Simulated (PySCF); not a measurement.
# BNH3Cl (SMILES NBCl): levels of theory compared

We compute a comparison of 6 runs (HF/3-21G, HF/def2-SVP, B3LYP/6-31G*, M06-2X/def2-SVP, PBE0/def2-SVP, B3LYP/6-31+G*) of BNH3Cl. 

The calculation is run with PySCF 2.14.0.

## 1. Starting point

BNH3Cl: 6 atoms, total charge 0, spin state singlet. SMILES: `NBCl`. The coordinates come from a PBE0-D4/def2-TZVP relaxation.

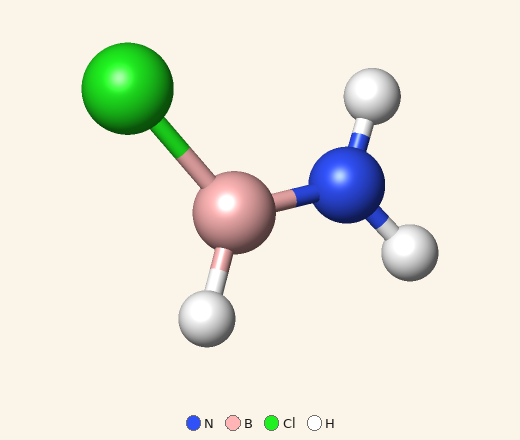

Viewed from a chosen angle; nitrogen blue, boron pink, chlorine green, hydrogen white.

## 2. Energy and forces at HF/3-21G (run 1)

Input file start.xyz:

```xyz
6
BClH3N
N     -0.395600    -0.007800    -0.658000
B      0.369600    -0.158900     0.483700
Cl     0.529900     1.189300     1.616000
H     -0.511800    -0.749300    -1.326600
H     -0.878600     0.844500    -0.888200
H      0.928800    -1.181900     0.727100
```

Input file job.py:

```python
import pyscf.grad
from pyscf import gto, scf

system = gto.M(
    atom='start.xyz',
    spin=0,
    verbose=3,
    max_memory=1860,
    basis='3-21g',
)

hf = scf.RHF(system)
hf.conv_tol = 1e-10
hf.kernel()
if not hf.converged:
    hf = hf.newton().run(hf.mo_coeff, hf.mo_occ)

etot = hf.e_tot
print('E = %.10f Eh' % etot)
grad = hf.Gradients().kernel()
hf.analyze()
```

Command:

```bash
$ OMP_NUM_THREADS=1 python job.py
```

Log:

```text
converged SCF energy = -537.817289540494
[... 12 lines left out ...]
MO #2   energy= -15.5040921726809  occ= 2
[... 6 lines left out ...]
MO #9   energy= -1.09375891626678  occ= 2
[... 6 lines left out ...]
MO #16  energy= -0.429938881549238 occ= 2
[... 6 lines left out ...]
MO #23  energy= 0.629680553336742  occ= 0
[... 6 lines left out ...]
MO #30  energy= 1.02654275009992   occ= 0
[... 6 lines left out ...]
MO #37  energy= 2.70177173564005   occ= 0
[... 7 lines left out ...]
Dipole moment(X, Y, Z, Debye): -1.37011, -1.38576, -3.11590
```

Wall time 1.4 s (1 thread of Intel Xeon at 2.70GHz, shared host); peak memory 0.12 GiB.

## 3. Energy and gradient at HF/def2-SVP (run 2)

Input file input.xyz:

```xyz
6

N     -0.395600    -0.007800    -0.658000
B      0.369600    -0.158900     0.483700
Cl     0.529900     1.189300     1.616000
H     -0.511800    -0.749300    -1.326600
H     -0.878600     0.844500    -0.888200
H      0.928800    -1.181900     0.727100
```

Input file job.py:

```python
# NBCl
from pyscf import gto

mol = gto.M(
    atom='input.xyz',
    max_memory=1860,
    charge=0,
    verbose=4,
    basis='def2-svp',
)

mf = mol.RHF()
mf.conv_tol = 1e-10
mf.kernel()
if not mf.converged:
    mf = mf.newton().run(mf.mo_coeff, mf.mo_occ)

etot = mf.e_tot
print('E(%s) = %.9f' % ('HF', etot))
grad = mf.nuc_grad_method().kernel()
mf.analyze()
```

Command:

```bash
$ OMP_NUM_THREADS=1 python job.py
```

Log:

```text
PySCF version 2.14.0

[... 83 lines left out ...]
MO #1   energy= -104.768750953052  occ= 2
[... 11 lines left out ...]
MO #13  energy= -0.509709605020015 occ= 2
[... 11 lines left out ...]
MO #25  energy= 0.4841987278641    occ= 0
[... 11 lines left out ...]
MO #37  energy= 1.09509054821399   occ= 0
[... 11 lines left out ...]
MO #49  energy= 1.99480951779953   occ= 0
[... 11 lines left out ...]
MO #61  energy= 3.76487459383071   occ= 0
[... 70 lines left out ...]
Dipole moment(X, Y, Z, Debye): -1.15808, -0.80021, -2.39351
```

Run time: 2.8 s. Hardware: 1 thread of Intel Xeon at 2.70GHz, shared host; peak memory 0.13 GiB.

## 4. Energy and gradient at B3LYP/6-31G(d) (spherical functions) (run 3)

Input file calc.py:

```python
from pyscf import gto, dft

molecule = gto.M(
    atom=[
    ('N', (-0.395600, -0.007800, -0.658000)),
    ('B', (0.369600, -0.158900, 0.483700)),
    ('Cl', (0.529900, 1.189300, 1.616000)),
    ('H', (-0.511800, -0.749300, -1.326600)),
    ('H', (-0.878600, 0.844500, -0.888200)),
    ('H', (0.928800, -1.181900, 0.727100)),
],
    basis='6-31g*',
    max_memory=1860,
    verbose=4,
)

mf = dft.RKS(molecule)
mf.xc = 'b3lyp'
mf.grids.level = 5
mf.conv_tol = 1e-10
mf.kernel()
if not mf.converged:
    mf = mf.newton().run(mf.mo_coeff, mf.mo_occ)

etot = mf.e_tot
print('E = %.10f Eh' % etot)
grad = mf.nuc_grad_method().kernel()
dip = mf.dip_moment()
pop, q = mf.mulliken_pop()
```

Command:

```bash
$ OMP_NUM_THREADS=1 python calc.py
```

Log:

```text
PySCF version 2.14.0

[... 72 lines left out ...]
converged SCF energy = -541.685582878662
[... 14 lines left out ...]
Dipole moment(X, Y, Z, Debye): -1.28636, -0.78427, -2.59105
[... 59 lines left out ...]
charge of    5H =     -0.00143
```

Run time: 13 s. Hardware: 1 thread of Intel Xeon at 2.70GHz, shared host; peak memory 0.54 GiB.

Runs 4 to 5 aren't shown in full; the table further down has their settings and results.

## 5. Energy and forces at B3LYP/6-31+G(d) (spherical functions) (run 6)

Input file job.py:

```python
import pyscf.grad
from pyscf import gto, dft

molecule = gto.M(
    atom=[
    ('N', (-0.395600, -0.007800, -0.658000)),
    ('B', (0.369600, -0.158900, 0.483700)),
    ('Cl', (0.529900, 1.189300, 1.616000)),
    ('H', (-0.511800, -0.749300, -1.326600)),
    ('H', (-0.878600, 0.844500, -0.888200)),
    ('H', (0.928800, -1.181900, 0.727100)),
],
    verbose=4,
    basis='6-31+g*',
    max_memory=1860,
)

ks = dft.RKS(molecule, xc='b3lyp')
ks.grids.level = 5
ks.conv_tol = 1e-10
ks.kernel()
if not ks.converged:
    ks = ks.newton().run(ks.mo_coeff, ks.mo_occ)

energy = ks.e_tot
print('Final energy', energy)
grad = ks.Gradients().kernel()
ks.analyze()
```

Command:

```bash
$ OMP_NUM_THREADS=1 python job.py
```

Log:

```text
PySCF version 2.14.0

[... 92 lines left out ...]
Two-electron Coulomb Energy =          327.655887006256592
[... 14 lines left out ...]
MO #12  energy= -0.437053928307142 occ= 2
[... 12 lines left out ...]
MO #25  energy= 0.114090728266529  occ= 0
[... 12 lines left out ...]
MO #38  energy= 0.603523988703789  occ= 0
[... 12 lines left out ...]
MO #51  energy= 1.03754930058455   occ= 0
[... 12 lines left out ...]
MO #64  energy= 2.60675525298061   occ= 0
[... 73 lines left out ...]
Dipole moment(X, Y, Z, Debye): -1.19489, -0.80561, -2.45674
```

Wall time 18 s (1 thread of Intel Xeon at 2.70GHz, shared host); peak memory 0.64 GiB.

## 6. Overview of the runs

```
run                                level  integration grid  energy (Eh)  dipole moment (D)  HOMO energy (eV)  LUMO energy (eV)  wall time
  1                             HF/3-21G                 –  -537.817290               3.68            -11.70              4.41      1.4 s
  2                          HF/def2-SVP                 –  -540.267057               2.78            -11.58              4.31      2.8 s
  3   B3LYP/6-31G* (spherical functions)                 5  -541.685583               3.00             -7.89              0.46       13 s
  4                      M06-2X/def2-SVP                 5  -541.437892               2.84             -9.54              1.57       22 s
  5                        PBE0/def2-SVP                 5  -541.237217               2.81             -8.21              0.60       14 s
  6  B3LYP/6-31+G* (spherical functions)                 5  -541.693524               2.85             -8.17             -0.28       18 s
```

## 7. Summary of results

```
                       quantity          value
            run 6: total energy  -541.69352 Eh
           run 6: dipole moment         2.85 D
             run 6: HOMO energy       -8.17 eV
             run 6: LUMO energy       -0.28 eV
           run 6: HOMO–LUMO gap        7.88 eV
run 6: largest force on an atom     0.439 eV/Å
```

What this shows: The dipole moment (its size) runs from 2.78 D (HF/def2-SVP) to 3.68 D (HF/3-21G). The HOMO–LUMO gap runs from 7.88 eV (B3LYP/6-31+G*) to 16.11 eV (HF/3-21G). The two ends differ in method and basis. Totals of different functionals can't be ranked against each other. All runs together took 71 s, the longest 22 s.
